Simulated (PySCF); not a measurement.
| atom | x (Å) | y (Å) | z (Å) |
| --- | --- | --- | --- |
| Ru | 0.0000 | 0.0000 | -0.2849 |
| F | 0.0000 | 0.0000 | 1.5281 |

Core potentials replace the inner electrons of Ru.

Theory: PySCF 2.14.0, PBE0/def2-TZVPPD, non-relativistic Hamiltonian with scalar-relativistic core potentials where named, at a bond length of 1.813 Å.

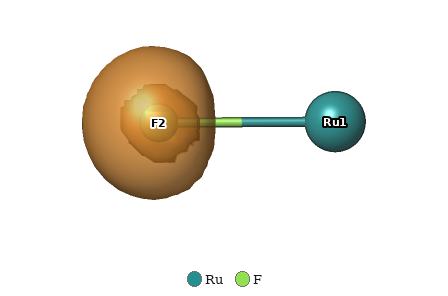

RuF (charge +1, quintet). Isosurface of the ELF at 0.75 (orange), seen from one side. Core shells and regions of very low density are left out.

Where are the electrons localised?

At this value the surface marks out one region wrapped around F (its valence shell). Along the contacts the grid gives the following. Ru–F (1.81 Å): the ELF peaks at about 0.85 in the valence shell of F, 0.5 Å from its nucleus, and is about 0.25 at the midpoint.
